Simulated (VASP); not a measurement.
Consider the following.

```
CELL_PARAMETERS angstrom
      2.84872     0.00000     0.00000
      0.00000     2.84872     0.00000
      0.00000     0.00000     2.84872
ATOMIC_POSITIONS crystal
  Al 0.50000 0.50000 0.50000
  Fe 0.00000 0.00000 0.00000
```

The numbers are results of vdW-DF-cx, VASP's PBE PAW potentials (set 64) (plane waves; VASP 6.6.1), not measurements. Numerical set-up: 520 eV cut-off, 14×14×14 Γ-centred mesh, tetrahedra with Blöchl corrections, potentials Al Fe.

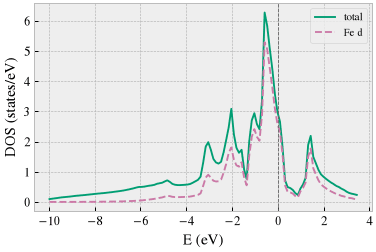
*Total and projected density of states, zero at the Fermi level*

Within 2 eV below the Fermi level the largest weight inside VASP's projection spheres is Fe d.

It has no gap at this level: it comes out as a metal or semimetal.

The compound is FeAl in the CsCl type structure. It was relaxed first, which changed the volume by -6 %. The run is not spin-polarised, so no magnetic state was tried. The electron count is odd and the run is not spin-polarised, which forces a metal.
